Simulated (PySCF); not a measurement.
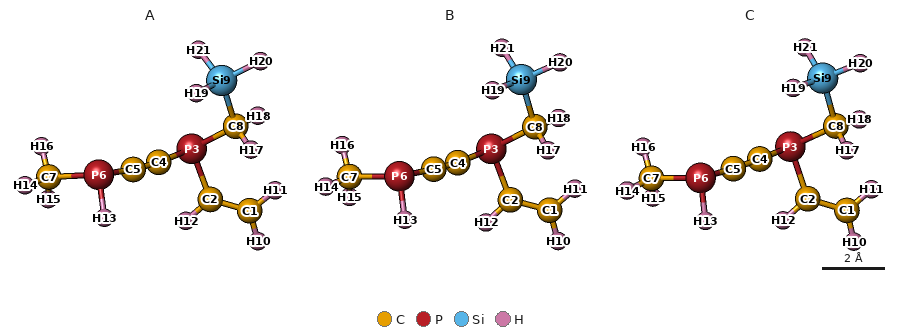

3 geometries from one relaxation of C$_{6}$H$_{12}$P$_{2}$Si, in shuffled order. A ball-and-stick model, seen at a tilt.

The start comes from GFN2-xTB. Its atoms were then displaced at random by about 0.01 Å.

The calculation used PBE0-D3(BJ)/def2-SVP geometry optimisation, gas phase (PySCF). 

**Order the frames from highest to lowest energy.**

C, B, A. They are steps 0, 2, 8, at +26.9 kJ/mol, +1.70 kJ/mol relative to the last. Over 8 geometry steps the energy falls by 26.9 kJ/mol. H12 moves most after the best rigid fit: 0.34 Å. By element the largest moves are H 0.34 Å, C 0.15 Å, P 0.12 Å, Si 0.08 Å. Some distances before and after: Si9–H20 1.440 → 1.495 Å, Si9–H19 1.449 → 1.491 Å, P3–C8 1.886 → 1.847 Å, P3–C4 1.727 → 1.764 Å. Among the angles between lasting bonds that change: P3–C4–C5 170.7° → 174.5°, C5–P6–C7 97.7° → 101.4°, C4–P3–C8 98.0° → 101.7°.
